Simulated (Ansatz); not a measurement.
# CH5B2ClO: the cost of one run

Program: Ansatz 0.2.0, driven from Python. The levels of theory stand in the script. These are calculated values, not measurements.

## 1. The structure

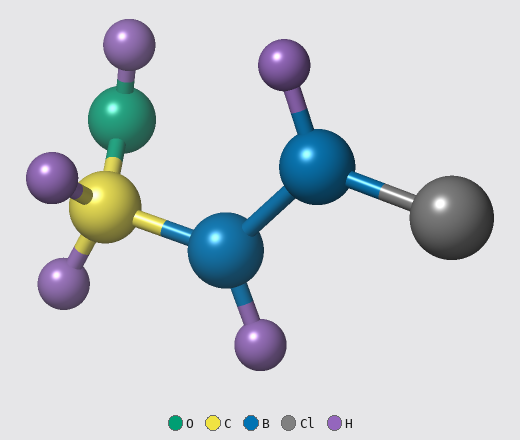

The starting structure, viewed from a chosen angle; oxygen teal, carbon yellow, boron blue, chlorine grey, hydrogen purple.

Input file ch5b2clo.xyz:

```xyz
10

O    -1.76710    0.47230   -0.11130
C    -0.87760   -0.24580   -0.83100
B     0.57070    0.22670   -0.47570
B     1.27820    0.02510    1.06720
Cl    2.92960    0.52680    1.44700
H    -1.92280    0.10480    0.76520
H    -0.96600   -1.32700   -0.61190
H    -0.99490   -0.06950   -1.92370
H     1.30190    0.70420   -1.25660
H     0.53110   -0.46870    1.93370
```

## 2. The script

File methods_ch5b2clo.py:

```python
'''One geometry of CH5B2ClO, method by method.'''

from dataclasses import dataclass
from pathlib import Path

import ansatz as az
import numpy as np


@dataclass
class Settings:
    basis_set: str = 'cc-pVDZ'


settings = Settings()

system = az.Crystal.molecule_from_extxyz('ch5b2clo.xyz')

setup = system.calculation().basis(gaussian=settings.basis_set)

print('functional    E (Ha)        dipole (D)   HOMO (eV)  LUMO (eV)')
for name in ['pbe', 'pbe0', 'lc_wpbe', 'revpbe', 'b3lyp']:
    report = setup.functional(name).forces().orbitals().run(threads=1, runs_dir='runs').report
    lines = Path(report['orbitals_path']).read_text().splitlines()
    field_of = lambda key: [line.split('=')[1].strip() for line in lines if line.startswith(key)]
    orbitals = [(27.211386 * float(e), s, float(n)) for e, s, n in zip(field_of('Ene='), field_of('Spin='), field_of('Occup='))]
    homo = max(e for e, _, n in orbitals if n > 0.5)
    lumo = min(e for e, _, n in orbitals if n < 0.5)
    dipole = 4.803205 * np.linalg.norm(report['charge_distribution']['dipole_moment_e_ang'])
    print(f'{name:10s} {report["free_energy_ev"] / 27.211386246:14.6f} {dipole:9.3f} {homo:11.3f} {lumo:10.3f}')
```

## 3. The input behind the calls

The engine receives this input (first run):

```yaml
crystal:
  periodic: [false, false, false]
  atoms:
    - { symbol: O, position_ang: [-1.7671, 0.4723, -0.1113] }
    - { symbol: C, position_ang: [-0.8776, -0.2458, -0.831] }
    - { symbol: B, position_ang: [0.5707, 0.2267, -0.4757] }
    - { symbol: B, position_ang: [1.2782, 0.0251, 1.0672] }
    - { symbol: Cl, position_ang: [2.9296, 0.5268, 1.447] }
    - { symbol: H, position_ang: [-1.9228, 0.1048, 0.7652] }
    - { symbol: H, position_ang: [-0.966, -1.327, -0.6119] }
    - { symbol: H, position_ang: [-0.9949, -0.0695, -1.9237] }
    - { symbol: H, position_ang: [1.3019, 0.7042, -1.2566] }
    - { symbol: H, position_ang: [0.5311, -0.4687, 1.9337] }
basis:
  gaussian:
    orbitals: cc-pVDZ
hamiltonian:
  xc: pbe
output:
  orbitals: {}
  forces: true
```

## 4. The run

Started as:

```bash
$ python methods_ch5b2clo.py
```

What time and memory should one allow on 1 thread of Arm Neoverse V2, shared host?

About 19 s, with a peak of 0.26 GiB.
